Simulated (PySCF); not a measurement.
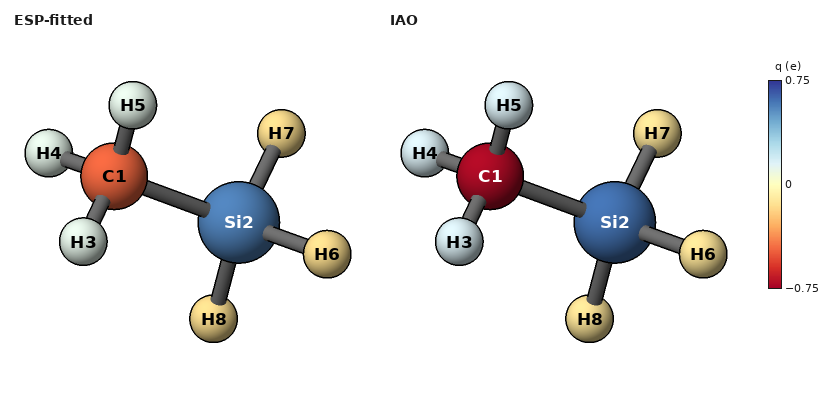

Atomic charges of one calculation by 2 schemes, on one colour scale. The computed structure is the end point of a PBE0-D3(BJ)/def2-SVP optimisation. No frequency run is at hand to confirm it as a minimum. Computed with PBE0/pcSseg-1 (PySCF 2.14.0).

Question. Which scheme gives the most polar picture (largest mean size of the charges)?

Answer. The IAO charges are the largest in size here.

Question. On which atom do the schemes disagree most?

Answer. On C1 (from −0.71 to −0.46 e).

List the charges (e), one line for each set of equivalent atoms.

```tsv
atom	ESP-fitted	IAO
C1	−0.46	−0.71
Si2	0.56	0.60
H3, H4, H5	0.12	0.16
H6, H7, H8	−0.15	−0.12
```
